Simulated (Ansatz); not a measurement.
```yaml
atoms:
  - { symbol: Al, position_ang: [0.0185, 0.1766, 0.2199] }
  - { symbol: C, position_ang: [0.0217, 0.1711, 2.1749] }
  - { symbol: H, position_ang: [-0.9276, -0.2225, 2.5716] }
  - { symbol: H, position_ang: [0.8530, -0.4367, 2.5667] }
  - { symbol: H, position_ang: [0.1465, 1.1860, 2.5905] }
  - { symbol: F, position_ang: [1.4232, 0.0814, -0.6619] }
  - { symbol: F, position_ang: [-1.3784, 0.3420, -0.6633] }
  - { symbol: H, position_ang: [-0.3392, -2.4942, 0.7993] }
  - { symbol: H, position_ang: [-0.2459, -1.9475, 1.2580] }
```

Not at a stationary point (largest force 1.8 eV/Å).

Level of theory: RKS r2SCAN/def2-SVP (Ansatz 0.2.0).

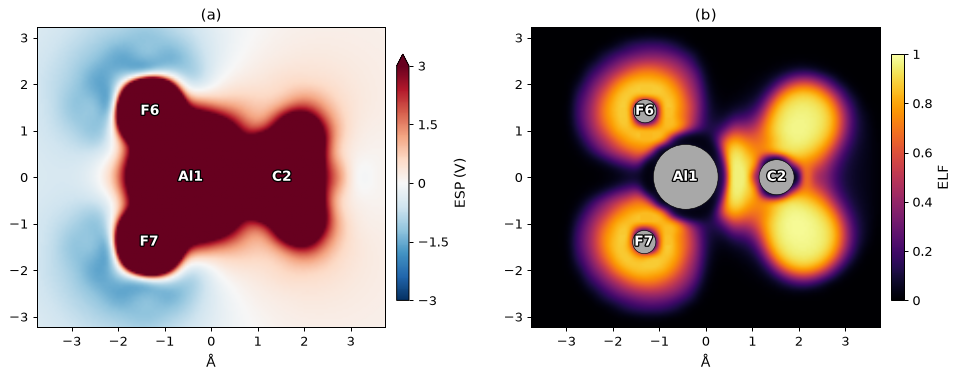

CH₃AlF₂···H₂. (a) electrostatic potential; (b) electron localisation function on the plane of atoms F6, Al1 and F7. Grey discs cover the atomic cores in the ELF map.

**Read the bonding off the picture.**

The section cuts through Al, C and F sites.
Al–F (1.66 Å): the ELF peaks at about 0.85 in the valence shell of F, 0.6 Å from its nucleus, and is about 0.30 at the midpoint.
C–Al (1.96 Å): the ELF peaks at about 0.95 in the valence shell of C, 0.7 Å from its nucleus, and is about 0.90 at the midpoint.
The ELF also peaks beside F7 and F6, away from the bonds: lone-pair regions.
Outside the dense part of the complex the potential is most negative (−1.6 V) near F6.
